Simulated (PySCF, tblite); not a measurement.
# C₁₆H₁₆Si₁₆: electronic excitations, NMR shifts, part 2 of 2

tblite 0.8.0 and PySCF 2.14.0. Atoms count from 0.

## Step 4: NMR shifts: GIAO KT3/pcSseg-1

The job: settings as JSON, then the geometry in Å.

```
{"job": {"kind": "nmr", "xc": "KT3", "basis": "pcSseg-1", "pop": false}, "charge": 0, "multiplicity": 1}
C      4.179863     2.055166    -0.001950
Si     2.545958     2.949623    -0.001708
C      0.992087     2.017629    -0.001022
Si     0.916766     0.167037    -0.000908
C      2.557326    -0.723651    -0.001040
Si     4.083984     0.227216    -0.001762
C     -0.644746    -0.749273    -0.000119
Si    -0.680850    -2.604978    -0.000098
C      0.957109    -3.485882    -0.000682
Si     2.557431    -2.581593    -0.000814
Si    -0.645736     2.895024    -0.000479
C     -2.208951     1.967382     0.000280
Si    -2.292608     0.102311     0.000407
Si    -3.833396     2.816786     0.000454
C     -5.393853     1.958812     0.000041
Si    -5.501245     0.128023     0.001084
C     -3.883929    -0.771730     0.000751
C      4.111738    -3.526397    -0.000477
Si     1.017220    -5.301839    -0.000602
C      2.562946    -6.227196    -0.000075
Si     4.121047    -5.319269    -0.000020
C     -7.062042    -0.796774     0.001984
Si    -7.050196    -2.596135     0.002952
C     -5.496218    -3.497429     0.002195
Si    -3.899010    -2.629560     0.001286
C     -2.268865    -3.442904     0.000230
C      5.775330     4.787158    -0.000555
Si     4.209072     5.680894    -0.000033
C      2.621980     4.807046    -0.001082
Si     5.737498     2.985310    -0.001535
Si     0.989266     5.645375    -0.000622
C     -0.534511     4.728360     0.000038
H      5.404663    -0.432375    -0.001543
H     -3.805835     4.293555     0.000816
H     -6.323039     2.513093    -0.000237
H      5.048143    -2.985906    -0.000554
H     -0.234887    -6.069566    -0.001481
H      2.559469    -7.308582    -0.000022
H      5.392794    -6.061118     0.000226
H     -7.998275    -0.254694     0.002283
H     -8.327543    -3.335717     0.004195
H     -5.493005    -4.579379     0.002739
H     -2.273550    -4.524759    -0.000004
H      6.715932     5.321943    -0.000189
H      4.226373     7.154529     0.001519
H      7.012534     2.245014    -0.001954
H      1.030113     7.120145    -0.000546
H     -1.474512     5.263223     0.000481
```

Method: GIAO KT3/pcSseg-1 NMR shielding, non-relativistic, gas phase.

Standard output:

```text
start: PBE on a coarse grid of 50679 points
cycle   1  E = -5246.3316002281  dE =  4.467e+00  |g| = 2.119e+00  |ddm| = 8.361e+00
cycle   2  E = -5240.4878230830  dE =  5.844e+00  |g| = 4.285e+00  |ddm| = 6.818e+00
cycle   3  E = -5243.1132084303  dE = -2.625e+00  |g| = 2.447e+00  |ddm| = 6.792e+00
cycle   4  E = -5247.5157417835  dE = -4.403e+00  |g| = 4.106e-01  |ddm| = 3.709e+00
cycle   5  E = -5247.5130351674  dE =  2.707e-03  |g| = 4.482e-01  |ddm| = 1.004e+00
cycle   6  E = -5247.5709388579  dE = -5.790e-02  |g| = 1.370e-01  |ddm| = 5.450e-01
cycle   7  E = -5247.5763088222  dE = -5.370e-03  |g| = 6.189e-02  |ddm| = 2.240e-01
cycle   8  E = -5247.5775518506  dE = -1.243e-03  |g| = 2.418e-02  |ddm| = 9.505e-02
cycle   9  E = -5247.5777251387  dE = -1.733e-04  |g| = 7.711e-03  |ddm| = 3.217e-02
final grid: 414122 points
cycle  10  E = -5298.3108228934  dE = -1.190e-01  |g| = 4.834e-01  |ddm| = 8.726e-01
cycle  11  E = -5298.3165474217  dE = -5.725e-03  |g| = 2.494e-01  |ddm| = 3.872e-01
cycle  12  E = -5298.3103096981  dE =  6.238e-03  |g| = 1.811e-01  |ddm| = 4.059e-01
cycle  13  E = -5298.3230247479  dE = -1.272e-02  |g| = 2.356e-02  |ddm| = 2.816e-01
cycle  14  E = -5298.3232441412  dE = -2.194e-04  |g| = 7.634e-03  |ddm| = 3.977e-02
cycle  15  E = -5298.3232573438  dE = -1.320e-05  |g| = 2.800e-03  |ddm| = 1.074e-02
cycle  16  E = -5298.3232566180  dE =  7.258e-07  |g| = 1.447e-03  |ddm| = 4.597e-03
cycle  17  E = -5298.3232580518  dE = -1.434e-06  |g| = 6.351e-04  |ddm| = 2.503e-03
cycle  18  E = -5298.3232590153  dE = -9.634e-07  |g| = 2.098e-04  |ddm| = 9.810e-04
cycle  19  E = -5298.3232591459  dE = -1.307e-07  |g| = 8.488e-05  |ddm| = 3.075e-04
converged SCF energy = -5298.3232591459

GIAO shielding tensors (ppm)
atom      isotropic    diamagn.    paramagn.     s11        s22        s33       span
  0 C       89.258     283.920    -194.662     36.379     51.723    179.672    143.294
  1 Si     264.389     898.939    -634.550    194.246    245.187    353.733    159.487
  2 C      100.681     295.020    -194.339     66.103     71.472    164.467     98.364
  3 Si     266.916     902.450    -635.534    189.694    258.407    352.648    162.953
  4 C       94.899     288.863    -193.964     35.258     81.296    168.142    132.884
  5 Si     261.467     893.190    -631.724    109.401    316.170    358.829    249.428
  6 C      105.834     294.760    -188.927     73.497     81.063    162.942     89.445
  7 Si     265.485     898.117    -632.632    162.797    289.346    344.311    181.514
  8 C       97.275     282.497    -185.222     37.359     83.926    170.540    133.182
  9 Si     262.379     895.153    -632.774    170.100    271.485    345.553    175.453
 10 Si     259.702     897.140    -637.438    204.917    227.176    347.011    142.094
 11 C      105.396     284.761    -179.366     60.510     84.705    170.971    110.461
 12 Si     264.684     900.893    -636.209    186.696    253.946    353.408    166.712
 13 Si     272.191     889.470    -617.280    104.997    343.394    368.182    263.185
 14 C       97.725     267.871    -170.146      4.926    115.180    173.070    168.145
 15 Si     254.940     892.405    -637.465    184.725    235.015    345.080    160.355
 16 C      100.098     286.381    -186.283     65.911     69.360    165.023     99.112
 17 C      101.569     268.979    -167.409      6.906    119.204    178.598    171.691
 18 Si     260.520     888.685    -628.165     96.039    319.077    366.443    270.404
 19 C       91.369     267.095    -175.725    -20.896    111.440    183.564    204.460
 20 Si     259.381     886.286    -626.905     91.636    325.454    361.053    269.416
 21 C      111.238     265.398    -154.160     32.206    126.273    175.236    143.030
 22 Si     261.351     885.216    -623.865     92.562    330.073    361.419    268.856
 23 C      110.391     266.260    -155.869     30.639    125.318    175.216    144.576
 24 Si     254.694     895.113    -640.419    187.678    231.856    344.549    156.871
 25 C      117.380     273.931    -156.551     56.512    125.984    169.645    113.133
 26 C       92.066     268.275    -176.209    -15.994    107.318    184.875    200.869
 27 Si     256.970     885.543    -628.573     99.952    314.257    356.701    256.749
 28 C       92.271     280.427    -188.157     39.942     56.813    180.057    140.116
 29 Si     257.107     887.632    -630.526    102.779    311.047    357.493    254.714
 30 Si     265.267     888.065    -622.798    104.701    335.808    355.291    250.590
 31 C       97.601     270.018    -172.416      5.287    108.775    178.742    173.455
 32 H       24.269      34.702     -10.433     17.394     26.096     29.317     11.923
 33 H       24.499      30.795      -6.295     18.059     25.704     29.735     11.676
 34 H       26.079      26.184      -0.104     22.641     27.133     28.464      5.822
 35 H       25.758      34.456      -8.698     21.297     26.467     29.510      8.212
 36 H       24.378      30.894      -6.516     18.050     25.857     29.228     11.178
 37 H       25.493      24.799       0.694     23.491     26.004     26.985      3.493
 38 H       24.744      25.587      -0.844     20.428     23.059     30.744     10.316
 39 H       26.799      24.588       2.212     23.211     27.787     29.400      6.189
 40 H       24.747      23.829       0.918     20.579     22.847     30.814     10.235
 41 H       26.750      29.576      -2.826     22.938     28.233     29.081      6.143
 42 H       26.902      35.144      -8.241     20.512     29.736     30.459      9.947
 43 H       25.343      21.927       3.416     23.092     26.019     26.919      3.827
 44 H       24.517      24.962      -0.444     19.710     23.703     30.139     10.429
 45 H       24.514      27.809      -3.295     19.442     24.183     29.916     10.474
 46 H       24.563      27.971      -3.408     19.456     23.895     30.339     10.883
 47 H       25.537      32.461      -6.924     20.616     26.709     29.286      8.670
```

It took 51 s on 4 threads of Intel Xeon Platinum 8259CL at 2.50GHz, shared host; peak memory 1.9 GiB.

The references, computed at this level on geometries of the same kind, shield at (ppm): ¹H TMS 31.76, ¹³C TMS 184.7, ²⁹Si TMS 361.7. Their shielding less the atom's gives the shift. The references are single molecules in the gas phase.

```tsv
atoms	environment	σ (ppm)	δ (ppm)
C0	carbon bonded to 3 Si	89.3	95.5
C19	carbon bonded to 2 Si, H	91.4	93.4
C26	carbon bonded to 2 Si, H	92.1	92.7
C28	carbon bonded to 3 Si	92.3	92.5
C4	carbon bonded to 3 Si	94.9	89.8
C8	carbon bonded to 3 Si	97.3	87.4
C31	carbon bonded to 2 Si, H	97.6	87.1
C14	carbon bonded to 2 Si, H	97.7	87.0
C16	carbon bonded to 3 Si	100.1	84.6
C2	carbon bonded to 3 Si	100.7	84.0
C17	carbon bonded to 2 Si, H	101.6	83.2
C11	carbon bonded to 3 Si	105.4	79.3
C6	carbon bonded to 3 Si	105.8	78.9
C23	carbon bonded to 2 Si, H	110.4	74.3
C21	carbon bonded to 2 Si, H	111.2	73.5
C25	carbon bonded to 2 Si, H	117.4	67.3
H32	hydrogen on a silicon bonded to 2 C	24.27	7.49
H36	hydrogen on a silicon bonded to 2 C	24.38	7.38
H33	hydrogen on a silicon bonded to 2 C	24.50	7.26
H45	hydrogen on a silicon bonded to 2 C	24.51	7.25
H44	hydrogen on a silicon bonded to 2 C	24.52	7.24
H46	hydrogen on a silicon bonded to 2 C	24.56	7.20
H38	hydrogen on a silicon bonded to 2 C	24.74	7.02
H40	hydrogen on a silicon bonded to 2 C	24.75	7.01
H43	hydrogen on a carbon bonded to 2 Si	25.34	6.42
H37	hydrogen on a carbon bonded to 2 Si	25.49	6.27
H47	hydrogen on a carbon bonded to 2 Si	25.54	6.22
H35	hydrogen on a carbon bonded to 2 Si	25.76	6.00
H34	hydrogen on a carbon bonded to 2 Si	26.08	5.68
H41	hydrogen on a carbon bonded to 2 Si	26.75	5.01
H39	hydrogen on a carbon bonded to 2 Si	26.80	4.96
H42	hydrogen on a carbon bonded to 2 Si	26.90	4.86
Si24	silicon bonded to 3 C	254.7	107.0
Si15	silicon bonded to 3 C	254.9	106.7
Si27	silicon bonded to 2 C, H	257.0	104.7
Si29	silicon bonded to 2 C, H	257.1	104.6
Si20	silicon bonded to 2 C, H	259.4	102.3
Si10	silicon bonded to 3 C	259.7	102.0
Si18	silicon bonded to 2 C, H	260.5	101.2
Si22	silicon bonded to 2 C, H	261.4	100.3
```

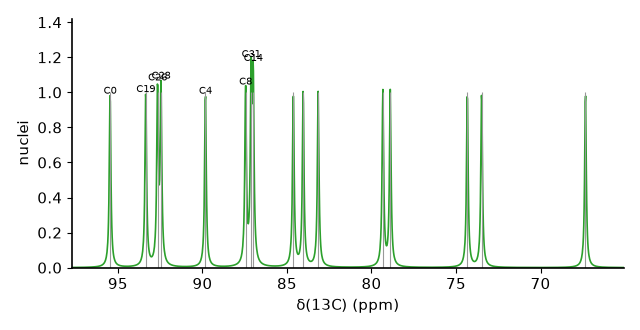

¹³C lines at the computed shifts, without couplings. Lines are broadened to a width of 0.11 ppm (Lorentzian).

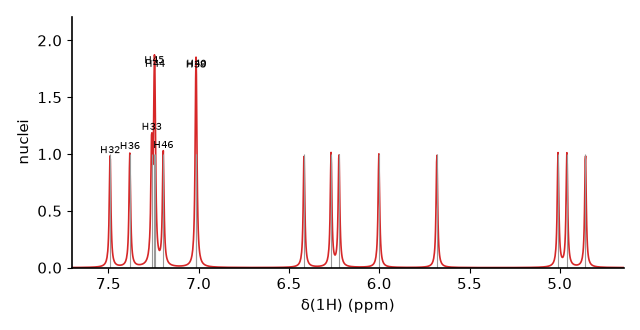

¹H lines at the computed shifts, without couplings. Lines are broadened to a width of 0.01 ppm (Lorentzian).

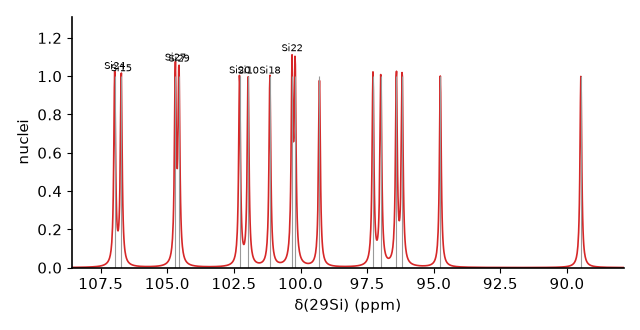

²⁹Si lines at the computed shifts, without couplings. Lines are broadened to a width of 0.08 ppm (Lorentzian).

Ring of atoms C0, Si1, C2, Si3, C4, Si5: NICS(0) -4.0, NICS(1) -3.0, NICS(1)zz 2.0 ppm (means of both faces).

Ring of atoms C0, Si1, C26, Si27, C28, Si29: NICS(0) -5.6, NICS(1) -4.8, NICS(1)zz -4.9 ppm (means of both faces).

Ring of atoms Si1, C2, Si10, C28, Si30, C31: NICS(0) -4.4, NICS(1) -3.4, NICS(1)zz 0.4 ppm (means of both faces).

## Step 5: Results

What follows sums up all 2 parts.

```
                                quantity                                                                                                     value
       lowest singlet (wB97X-D/def2-SVP)                                                                               3.13 eV (397 nm), f = 0.015
brightest single state of those computed                                                                               state 2, 3.28 eV, f = 0.551
                          lowest triplet                                                                                                   2.70 eV
   surface potential, least and greatest                                                                                        -1.44 V and 1.78 V
   ¹³C shifts against TMS (KT3/pcSseg-1)           95.5, 93.4, 92.7, 92.5, 89.8, 87.4, 87.1, 87.0, 84.6, 84.0, 83.2, 79.3, 78.9, 74.3 ppm and more
    ¹H shifts against TMS (KT3/pcSseg-1)           7.49, 7.38, 7.26, 7.25, 7.24, 7.20, 7.02, 7.01, 6.42, 6.27, 6.22, 6.00, 5.68, 5.01 ppm and more
  ²⁹Si shifts against TMS (KT3/pcSseg-1)  107.0, 106.7, 104.7, 104.6, 102.3, 102.0, 101.2, 100.3, 100.2, 99.3, 97.3, 97.0, 96.4, 96.2 ppm and more
```

**Reading.** The lowest singlet, at 3.13 eV, is HOMO→LUMO+2 0.22, HOMO→LUMO+6 0.19 and is weak; of the 6 states computed, the strongest absorption comes from state 2 at 3.28 eV. The lowest triplet lies 0.43 eV below the lowest singlet (triplets in Tamm-Dancoff, singlets in full TDDFT). By nearest atom (wB97X-D/def2-SVP), the HOMO sits on C21, C23 about 22 % each; C25 15 % and the LUMO on Si27, Si29 about 21 % each; Si5 14 %.
